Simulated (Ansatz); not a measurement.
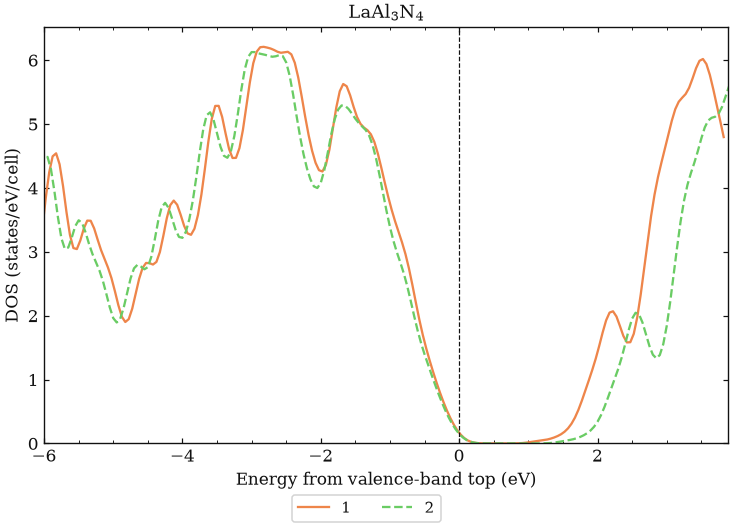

Total densities of states of LaAl₃N₄, space group Pm (No. 6), 8 atoms in the cell, by two methods on the same cell. The curves are built from the levels of the k mesh with Gaussians 0.3 eV wide, which also blur the band edges. Each is counted from its own valence-band top.

**Which curve is which? The methods: r2SCAN, PBE+SOC.**

1 is PBE+SOC; 2 is r2SCAN. PBE+SOC gives a gap of 1.15 eV and r2SCAN gives a gap of 1.55 eV.

Settings. PBE+SOC: DFT, PBE with spin-orbit coupling, plane waves, PAW, 6×8×4 k mesh, 420 eV cutoff (Ansatz). r2SCAN: DFT, r2SCAN, plane waves, PAW, no spin polarisation, 6×8×4 k mesh, 500 eV cutoff (Ansatz).
